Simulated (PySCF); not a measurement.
SMILES [CH2]OCC(C)OC(C)=O, doublet at its GFN2-xTB optimised geometry (Å):

```
20

C      2.7981    -0.3523    -3.0889
O      1.7565    -0.5348    -2.2317
C      2.0982    -0.7015    -0.8789
C      0.8206    -0.9080    -0.0673
C      1.1115    -1.4167     1.3401
O      0.1570     0.3584     0.0000
C     -1.1809     0.3584     0.0000
C     -1.7096     1.7681     0.0000
O     -1.8550    -0.6364    -0.0079
H      2.5069    -0.3373    -4.1195
H      3.7866    -0.6531    -2.7901
H      2.7566    -1.5738    -0.7579
H      2.6234     0.1893    -0.5062
H      0.1620    -1.6096    -0.5950
H      1.6001    -2.3855     1.2950
H      0.1779    -1.5212     1.8870
H      1.7532    -0.7143     1.8670
H     -2.7566     1.7670     0.2865
H     -1.6128     2.1730    -1.0054
H     -1.1253     2.3855     0.6758
```

Method: unrestricted PBE0/def2-SVP (PySCF). Cells within 0.4 Å of a nucleus heavier than hydrogen are left out (blank, or x).

Map of the deformation density (molecule minus spherical neutral atoms) (e/bohr³) on the plane z = 0.0 Å:

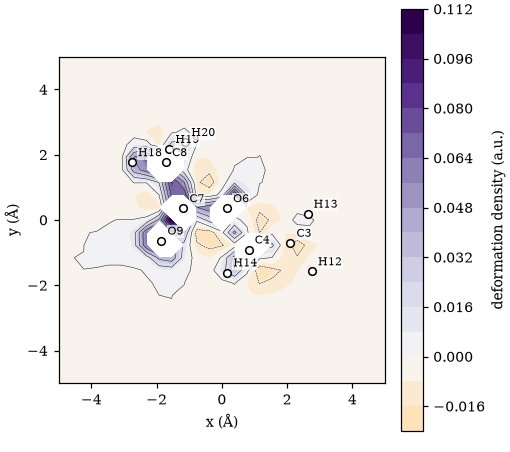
*Deformation density (molecule minus spherical neutral atoms) (e/bohr³) on the plane z = 0.0 Å.*
